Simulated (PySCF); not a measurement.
```json
{"atom": "F", "x (Å)": "-0.1652", "y (Å)": "0.6441", "z (Å)": "-1.9182"}
{"atom": "C", "x (Å)": "-1.4221", "y (Å)": "0.2910", "z (Å)": "-1.5215"}
{"atom": "F", "x (Å)": "-1.8300", "y (Å)": "-0.6439", "z (Å)": "-2.4170"}
{"atom": "C", "x (Å)": "-1.4296", "y (Å)": "-0.2650", "z (Å)": "-0.1181"}
{"atom": "C", "x (Å)": "-1.2085", "y (Å)": "0.8501", "z (Å)": "0.9054"}
{"atom": "Si", "x (Å)": "0.4476", "y (Å)": "1.8127", "z (Å)": "0.7807"}
{"atom": "Si", "x (Å)": "2.1959", "y (Å)": "0.2996", "z (Å)": "0.6751"}
{"atom": "C", "x (Å)": "1.5581", "y (Å)": "-1.2286", "z (Å)": "-0.3214"}
{"atom": "F", "x (Å)": "2.3897", "y (Å)": "-2.3236", "z (Å)": "-0.0469"}
{"atom": "Si", "x (Å)": "-0.2415", "y (Å)": "-1.7693", "z (Å)": "0.0412"}
{"atom": "H", "x (Å)": "-2.0590", "y (Å)": "1.1801", "z (Å)": "-1.6583"}
{"atom": "H", "x (Å)": "-2.4426", "y (Å)": "-0.6616", "z (Å)": "0.0186"}
{"atom": "H", "x (Å)": "-1.2706", "y (Å)": "0.4043", "z (Å)": "1.8999"}
{"atom": "H", "x (Å)": "-2.0391", "y (Å)": "1.5594", "z (Å)": "0.8420"}
{"atom": "H", "x (Å)": "0.3438", "y (Å)": "2.7727", "z (Å)": "-0.3255"}
{"atom": "H", "x (Å)": "0.4741", "y (Å)": "2.6410", "z (Å)": "1.9978"}
{"atom": "H", "x (Å)": "3.4223", "y (Å)": "0.7768", "z (Å)": "0.0234"}
{"atom": "H", "x (Å)": "2.5977", "y (Å)": "-0.2475", "z (Å)": "1.9791"}
{"atom": "H", "x (Å)": "1.6889", "y (Å)": "-1.0462", "z (Å)": "-1.3926"}
{"atom": "H", "x (Å)": "-0.3414", "y (Å)": "-2.2107", "z (Å)": "1.4367"}
{"atom": "H", "x (Å)": "-0.6773", "y (Å)": "-2.8185", "z (Å)": "-0.8809"}
```

Geometry: GFN2-xTB.

The calculation used PySCF 2.14.0, PBE0/pcSseg-1, SCF density, gas phase, non-relativistic.

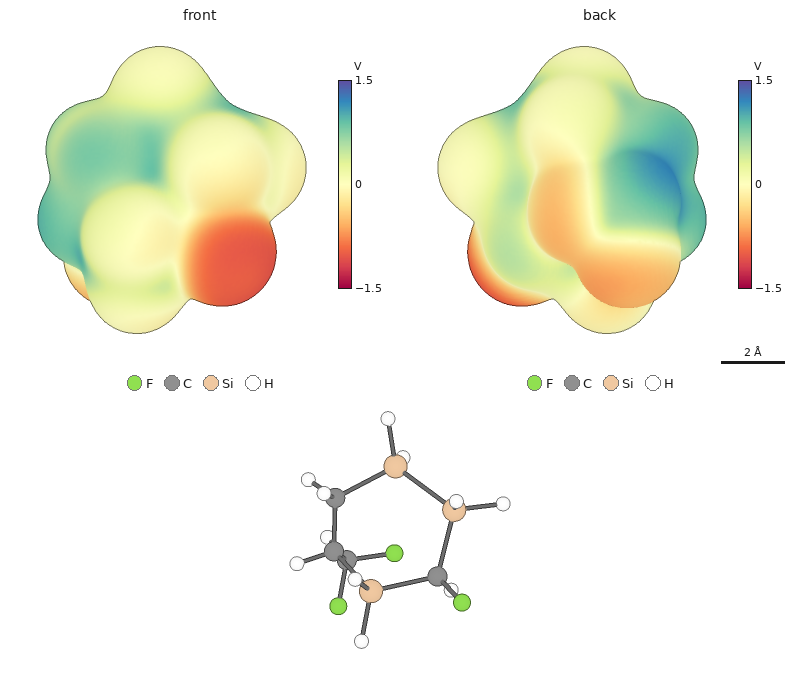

C$_{4}$H$_{11}$F$_{3}$Si$_{3}$. The electrostatic potential painted on the density surface at 0.001 e/bohr³, seen from the front and from behind; the colour scale runs from red (negative) to blue (positive). The bare structure is drawn below in the same view.

**Where is the surface potential most negative and most positive?**

The most negative region (about −1.0 V) lies over F9, the most positive (about +1.2 V) over C2, H11 and H14.
